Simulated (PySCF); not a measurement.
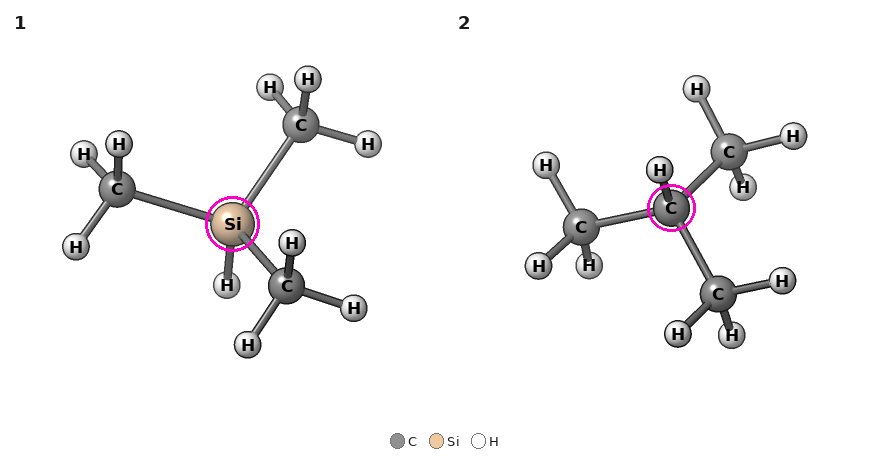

2 molecules with one skeleton, seen from the same side and at one scale; the atom that differs is circled. Charge 0, singlet. Computed geometries: PBE0-D3(BJ)/def2-SVP optimisations, one conformation each. Properties computed with PySCF 2.14.0.

One atom differs, called X below: Si in panel 1, C in panel 2. Their formulas are C3H10Si (`C[SiH](C)C`), C4H10 (`CC(C)C`).

> In which is the dipole moment larger (PBE0/def2-SVP)?

In panel 1 (X = Si).

> In which is the length of X–H larger (PBE0-D3(BJ)/def2-SVP)?

In panel 1 (X = Si).

Give the values. With PBE0-D3(BJ)/def2-SVP: mean length of X–C (Å), length of X–H (Å), mean angle C–X–C (°). With PBE0/def2-SVP: dipole moment (D), HOMO energy (Kohn–Sham orbital) (eV), HOMO–LUMO gap (eV).

```tsv
quantity	1 (Si)	2 (C)	2 − 1
mean length of X–C (Å)	1.882	1.525	−0.357
length of X–H (Å)	1.501	1.106	−0.395
mean angle C–X–C (°)	110.1	111.2	+1.1
dipole moment (D)	0.60	0.09	−0.51
HOMO energy (Kohn–Sham orbital) (eV)	−8.52	−8.90	−0.38
HOMO–LUMO gap (eV)	10.18	10.62	+0.44
```
